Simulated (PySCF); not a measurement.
# ClGe2H7Si: the cost of one run

Computed with PySCF 2.14.0 and routines of our own; the level stands in each step. Atoms count from 0.

## Step 1: The starting structure

11 atoms, charge 0, multiplicity 1; geometry from: GFN2-xTB.

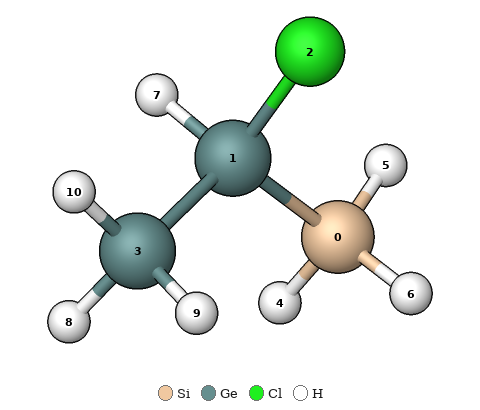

The starting geometry (silicon light orange, germanium teal, chlorine green, hydrogen white).

## Step 2: Geometry optimisation at PBE0-D3(BJ)/def2-SVP

Job settings and geometry (Å):

```
{"job": {"xc": "PBE0", "basis": "def2-SVP", "d3": "d3bj", "grid": 1, "kind": "geom"}, "charge": 0, "multiplicity": 1}
Si    -2.096353    -0.448203     0.282678
Ge    -0.096414     0.800286    -0.029011
Cl    -0.242631     2.046865    -1.754818
Ge     2.057453    -0.303865    -0.153406
H     -1.991289    -1.192715     1.538011
H     -3.250565     0.446366     0.344864
H     -2.266158    -1.396711    -0.818988
H      0.082561     1.845625     1.100543
H      2.394230    -1.097390     1.079522
H      2.178473    -1.305479    -1.269462
H      3.236118     0.607892    -0.345897
```

Started as:

```
$ OMP_NUM_THREADS=1 python excited_run.py task.json out
```

One launch serves the whole session: the jobs run in the order shown.

**Question.** How long does this first job take on 1 thread of Arm Neoverse V2, shared host, and how much memory does it need?

About 68 s, with a peak of 0.68 GiB.
